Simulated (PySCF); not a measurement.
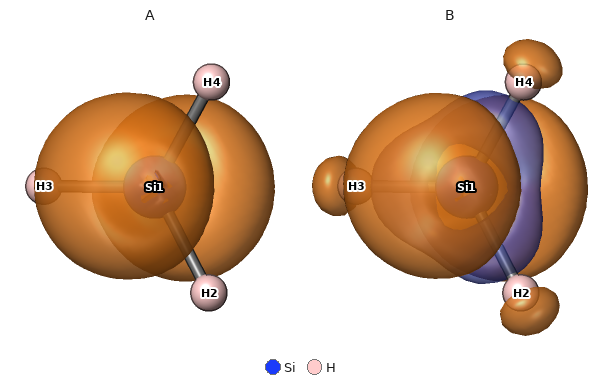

H$_{3}$Si, charge +1, SMILES `[SiH3+]`. The Fukui function f⁺ from two separate SCF calculations and the density of the LUMO, at ±0.03 e/Å³ (orange positive, blue negative).

Computed with PySCF, ωB97X/6-311+G**, geometry: GFN2-xTB. No frequency check shows the geometry to be a minimum.

The calculation's input:

```python
import numpy as np
from pyscf import gto, scf, dft
from pyscf.scf import atom_ks, atom_hf
from scipy.linalg import block_diag

def solve(mol, dm0=None, hcore=None):
    mf = (dft.UKS if mol.spin else dft.RKS)(mol, xc='wb97x')
    mf.grids.level = 3
    mf = mf.density_fit(auxbasis='def2-universal-jkfit')
    mf.conv_tol, mf.max_cycle = 1e-8, 80
    if hcore is not None:
        mf.get_hcore = lambda *args: hcore
    mf.kernel(dm0)
    if not mf.converged:
        mf = mf.newton().run(mf.mo_coeff, mf.mo_occ, max_cycle=30)
    assert mf.converged, 'SCF not converged'
    return mf

mol = gto.M(atom='''
Si     0.00001     0.00000     0.00000
H      1.46154    -0.09858     0.00000
H     -0.81624    -1.21649     0.00000
H     -0.64548     1.31508     0.00000
''', basis='6-311+g**', charge=1, spin=0, verbose=4)
mf = solve(mol)
out = dict(e0=mf.e_tot, dm0=mf.make_rdm1(), c=mf.mo_coeff, occ=mf.mo_occ, eps=mf.mo_energy)
for name, dq, spin in [('cation', 1, 1), ('anion', -1, 1)]:
    ion = mol.copy().set(charge=mol.charge + dq, spin=spin).build()
    mi = solve(ion)
    if spin and dq > 0 and mol.nao < 130:
        c, _, stable, _ = mi.stability(return_status=True)
        if not stable:
            mi = solve(ion, mi.make_rdm1(c, mi.mo_occ))
    print(name, 'vertical energy change / eV', (mi.e_tot - mf.e_tot) * 27.211386)
    out.update({'e_' + name: mi.e_tot, 'dm_' + name: mi.make_rdm1(), 's2_' + name: mi.spin_square()[0], 'eps_' + name: mi.mo_energy, 'occ_' + name: mi.mo_occ})
# spherically averaged free atoms, for the promolecule
atm = atom_ks.get_atm_nrks(mol, xc='wb97x')
pro = block_diag(*[(atm[a[0]][2] * atm[a[0]][3]) @ atm[a[0]][2].T for a in mol._atom])
np.savez('result.npz', pro=pro, **out)
```

Launched as:

```sh
OMP_NUM_THREADS=1 python input.py
```

The run took 19 s on 1 thread of Intel(R) Xeon(R) Platinum 8488C (Sapphire Rapids), on a shared host, peak memory 0.27 GiB.

Partitions, critical points and surface values were worked out afterwards from this run's density.

Q: Which panel is which, and how good is the frozen-orbital picture?

A: B is f⁺ (it has negative regions), A the LUMO density. The LUMO lies on Si1 (83 %) and H2, H3 and H4 (6 % each); f⁺ (Hirshfeld-condensed) is largest on Si1 (0.71); the vertical electron affinity is 7.81 eV (the stability of the neutral species's solution wasn't checked). Relaxation shifts 13 % of the electron between atoms. The orbital energy is −7.96 eV.
